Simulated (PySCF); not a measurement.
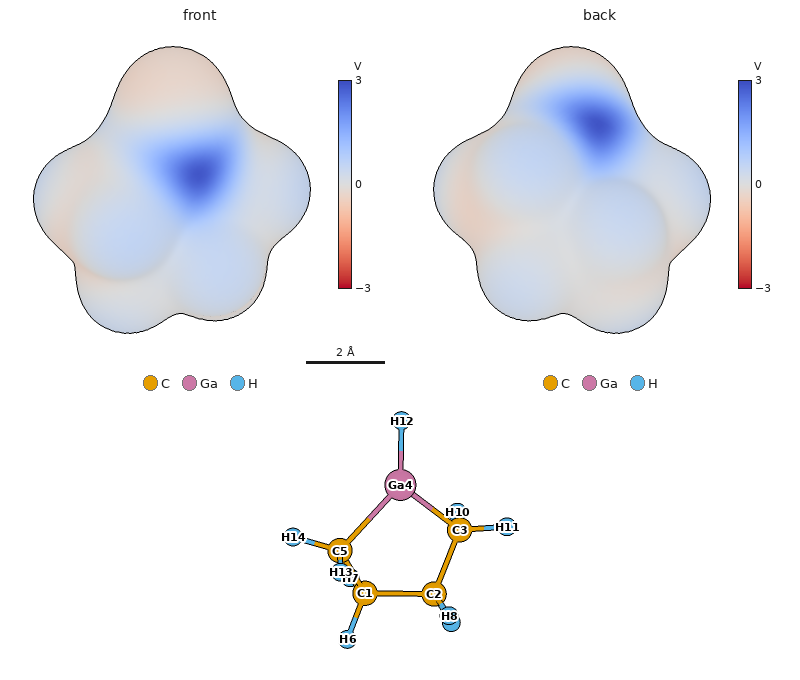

*C4H9Ga (SMILES C1C[CH2][GaH][CH2]1). The molecular electrostatic potential painted on the density surface at 0.002 e/bohr³, seen from the front and from behind; the colour scale runs from red (negative) to blue (positive). The bare structure is drawn below in the same view.*

Geometry: PBE0-D3(BJ)/ma-def2-SVP.

All numbers below come from PySCF, DFT single point, gas phase, functional wB97X.

Input

```
{"job": {"kind": "sp", "xc": "wB97X", "basis": "ma-def2-SVP", "d3": "d3bj", "grid": 2}, "charge": 0, "multiplicity": 1}
C     -0.154109    -1.122458     0.394244
C     -1.178137    -0.138220    -0.195851
C     -0.734169     1.315239     0.026338
Ga     1.232041     1.171345    -0.207160
C      1.264457    -0.810681    -0.106671
H     -0.453327    -2.161522     0.171595
H     -0.178289    -1.031486     1.496103
H     -1.262491    -0.331800    -1.281551
H     -2.179610    -0.337520     0.224070
H     -0.932929     1.627620     1.069558
H     -1.255824     2.037895    -0.619461
H      2.353799     2.246771    -0.409633
H      1.419025    -1.211243    -1.126448
H      2.055040    -1.250205     0.520845
```

Run with:

```sh
OMP_NUM_THREADS=1 python redox_run.py task.json out
```

> Describe the electrostatic potential map.

The most negative region (about −0.3 V, or −7 kcal/mol for a unit charge) lies over C3, C5 and H12, the most positive (about +2.8 V, or +65 kcal/mol for a unit charge) over Ga4.

> How polar is the molecule by this calculation?

Its dipole moment is 0.04 D.
